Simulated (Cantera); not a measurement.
Charge: 1 mol SiH4, a varied amount of O3, 1.9 mol H2, held at 673.15 K and 1100 Pa.

Method: chemical equilibrium by Gibbs-energy minimisation in Cantera with the NASA 1993 tables (ideal gas, pure condensed phases). Candidate condensed phases: H2O, Si, SiO2; 18 gas species. Rates play no part.

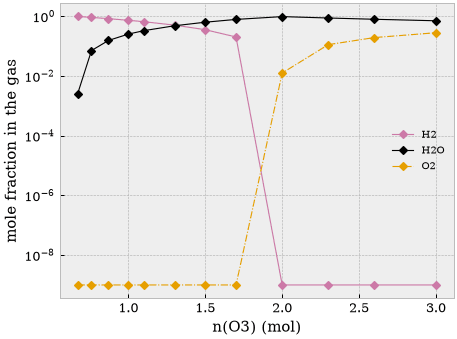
Figure: Equilibrium gas composition (values under 1e-9 drawn at 1e-9)

From 0.67 mol O3 to 3 mol O3 the condensed part is SiO2(α-quartz).
